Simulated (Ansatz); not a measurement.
# wB97M-V/def2-SVP run of SiH2Br2 (dibromosilane)

Aim: the electronic atomisation energy of SiH2Br2 (dibromosilane) at wB97M-V/def2-SVP, from 4 runs. 

The calculation is run with Ansatz 0.2.0.

53 further runs of the same task are left out: 6 that didn't finish, 47 set aside as unsound or not needed.

### Step 1. The system as given

SiH2Br2 has 5 atoms, charge 0, and is taken as a singlet. SMILES: `Br[SiH2]Br`. The coordinates come from a PBE0-D4/def2-TZVP relaxation.

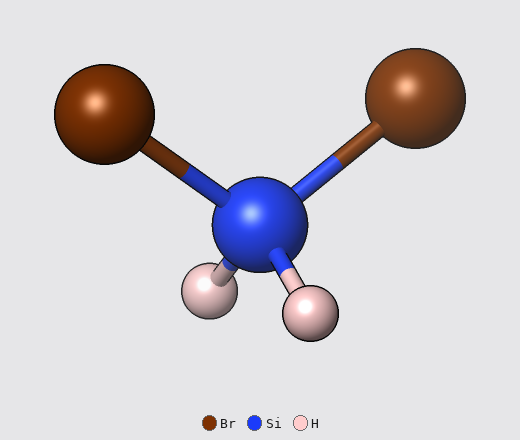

Viewed from a chosen angle; bromine brown, silicon blue, hydrogen pink.

### Step 2. A single-point energy at wB97M-V/def2-SVP

File in.yaml:

```yaml
crystal:
  periodic: [false, false, false]
  atoms:
    - {symbol: Br, position_ang: [-1.672690, -1.239290, 0.362310]}
    - {symbol: Si, position_ang: [0.158230, -0.046290, 0.054680]}
    - {symbol: Br, position_ang: [-0.295570, 1.814160, -1.042010]}
    - {symbol: H, position_ang: [1.103430, -0.843230, -0.751710]}
    - {symbol: H, position_ang: [0.706590, 0.314640, 1.376730]}
basis:
  gaussian: {orbitals: def2-SVP}
total_charge: 0
hamiltonian: {xc: {name: wB97M-V}}
accuracy: high
output: {orbitals: {seedname: orbitals}}
```

The run is started by

```console
$ ansatz run in.yaml --threads 1 --pin off --max-ram 3480MiB --events-out events.jsonl --progress --plain --runs-dir runs
```

Standard output:

```text
Warning: RAYON_NUM_THREADS=1 ignored (pool sized by the plan → 1); use --threads N
Functional definition: wB97M-V
  name "wB97M-V"
  parameter omega = 0.3/bohr
  parameter cx = 0.15
  parameter cx01 = 1.007
  parameter cx10 = 0.259
  parameter css00 = 0.443
  parameter css04 = -1.437
  parameter css10 = -4.535
  parameter css20 = -3.390
  parameter css43 = 4.278
  parameter cos00 = 1.000
  parameter cos10 = 1.358
  parameter cos20 = 2.924
  parameter cos21 = -8.812
  parameter cos60 = -1.390
  parameter cos61 = 9.142
  parameter b = 6.0
  parameter c = 0.01
  gx(w, u) = 1 - cx + cx01*u + cx10*w
  gss(w, u) = css00 + css04*u^4 + css10*w + css20*w^2 + css43*w^4*u^3
  gos(w, u) = cos00 + cos10*w + (cos20 + cos21*u)*w^2 + (cos60 + cos61*u)*w^6
  exchange = spin_sum(e_x_unif_sr(omega)*gx(b97_w, b97_u_x)) + cx*exact_x_sr(omega) + exact_x_lr(omega)
  correlation = spin_sum(e_c_pw_mod_same_spin*gss(b97_w, b97_u_same))
      + integral(e_c_pw_mod_opposite_spin*gos(b97_w_opposite, b97_u_opposite)) + vv10(b, c)
1684 factors; integrals over basis functions are off by at most 5.9e-9 eV
311 factors; integrals over basis functions are off by at most 2.1e-9 eV
mean field evaluation 1: about -147976.6464 eV, gradient 1.4e1 eV
mean field evaluation 2: about -147976.9736 eV, gradient 9.6e0 eV
mean field evaluation 4: about -147977.2510 eV, gradient 4.0e-1 eV
mean field evaluation 8: about -147977.3170 eV, gradient 3.5e-3 eV
mean field evaluation 16: about -147977.3170 eV, gradient 1.4e-6 eV
mean field -147977.31698784 eV, -5438.0660966751 hartree, gradient 2.6e-8 eV, S^2 0.000000; 0 other end points of the search recorded, 0 dependent functions left out
reference -147977.31699131 eV, -5438.0660968027 hartree; 43, 43 occupied and 49, 49 virtual orbitals, 1684 factors
Total energy: -147977.31699131 eV, -5438.0660968027 hartree
```

Run time: 65 s. Hardware: 1 thread of Arm Neoverse V2, shared host; peak memory 0.6 GiB.

### Step 3. The Br atom, same level

File job.yaml:

```yaml
crystal:
  periodic: [false, false, false]
  atoms:
    - symbol: Br
      position_ang: [0.000000, 0.000000, 0.000000]
basis:
  gaussian:
    orbitals: def2-SVP
magnetization:
  spin_polarized: true
  initial_magnetization: 1
hamiltonian:
  xc: {name: wB97M-V}
accuracy: high
```

The run is started by

```console
$ ansatz run job.yaml --threads 1 --pin off --max-ram 3480MiB --events-out events.jsonl --progress --plain --runs-dir runs
```

Standard output, cut to the lines that bear on the results:

```text
Warning: RAYON_NUM_THREADS=1 ignored (pool sized by the plan → 1); use --threads N
Functional definition: wB97M-V
  name "wB97M-V"
[...]
  gx(w, u) = 1 - cx + cx01*u + cx10*w
  gss(w, u) = css00 + css04*u^4 + css10*w + css20*w^2 + css43*w^4*u^3
  gos(w, u) = cos00 + cos10*w + (cos20 + cos21*u)*w^2 + (cos60 + cos61*u)*w^6
[...]
      + integral(e_c_pw_mod_opposite_spin*gos(b97_w_opposite, b97_u_opposite)) + vv10(b, c)
307 factors; integrals over basis functions are off by at most 4.2e-9 eV
76 factors; integrals over basis functions are off by at most 1.3e-9 eV
[...]
mean field -70032.75499695 eV, -2573.6562762317 hartree, gradient 3.9e-8 eV, S^2 0.751461; 0 other end points of the search recorded, 0 dependent functions left out
reference -70032.75499878 eV, -2573.6562762990 hartree; 18, 17 occupied and 14, 15 virtual orbitals, 307 factors
Total energy: -70032.75499878 eV, -2573.6562762990 hartree
```

Wall time 9.6 s (1 thread of Arm Neoverse V2, shared host); peak memory 0.27 GiB.

### Step 4. The H atom at the same level

File input.yaml:

```yaml
crystal:
  periodic: [false, false, false]
  atoms:
    - {symbol: H, position_ang: [0.000000, 0.000000, 0.000000]}
basis:
  gaussian:
    orbitals: def2-SVP
magnetization:
  spin_polarized: true
  initial_magnetization: 1
hamiltonian:
  xc: {name: wB97M-V}
accuracy: high
```

Run the same way, it converges to -0.49171 Eh (log not shown).

### Step 5. The Si atom, same level

File job.yaml:

```yaml
crystal:
  periodic: [false, false, false]
  atoms:
    - {symbol: Si, position_ang: [0.000000, 0.000000, 0.000000]}
basis:
  gaussian:
    orbitals: def2-SVP
total_charge: 0
magnetization:
  spin_polarized: true
  initial_magnetization: 2
hamiltonian:
  xc: {name: wB97M-V}
accuracy: high
```

The run is started by

```console
$ ansatz run job.yaml --threads 1 --pin off --max-ram 3480MiB --events-out events.jsonl --progress --plain --runs-dir runs
```

Standard output, cut to the lines that bear on the results:

```text
Warning: RAYON_NUM_THREADS=1 ignored (pool sized by the plan → 1); use --threads N
Functional definition: wB97M-V
  name "wB97M-V"
[...]
  gx(w, u) = 1 - cx + cx01*u + cx10*w
  gss(w, u) = css00 + css04*u^4 + css10*w + css20*w^2 + css43*w^4*u^3
  gos(w, u) = cos00 + cos10*w + (cos20 + cos21*u)*w^2 + (cos60 + cos61*u)*w^6
[...]
      + integral(e_c_pw_mod_opposite_spin*gos(b97_w_opposite, b97_u_opposite)) + vv10(b, c)
134 factors; integrals over basis functions are off by at most 2.5e-9 eV
71 factors; integrals over basis functions are off by at most 1.1e-9 eV
[...]
mean field -7871.01194090 eV, -289.2543536645 hartree, gradient 1.8e-9 eV, S^2 2.000757; 0 other end points of the search recorded, 0 dependent functions left out
reference -7871.01194291 eV, -289.2543537385 hartree; 8, 6 occupied and 10, 12 virtual orbitals, 134 factors
Total energy: -7871.01194291 eV, -289.2543537385 hartree
```

Run time: 4.5 s. Hardware: 1 thread of Arm Neoverse V2, shared host; peak memory 0.22 GiB.

### Step 6. What came out

At wB97M-V/def2-SVP:

```
                     quantity           value
       molecule: total energy  -5438.06610 Eh
        molecule: HOMO energy       -10.70 eV
        molecule: LUMO energy         1.70 eV
      molecule: HOMO–LUMO gap        12.40 eV
        Br atom: total energy  -2573.65628 Eh
                Br atom: ⟨S²⟩           0.751
         H atom: total energy     -0.49171 Eh
                 H atom: ⟨S²⟩           0.750
        Si atom: total energy   -289.25435 Eh
                Si atom: ⟨S²⟩           2.001
electronic atomisation energy       14.035 eV
```

**Reading.** Taking the molecule apart into free atoms costs 14.03 eV (324 kcal/mol), before zero-point energy and without spin-orbit coupling.
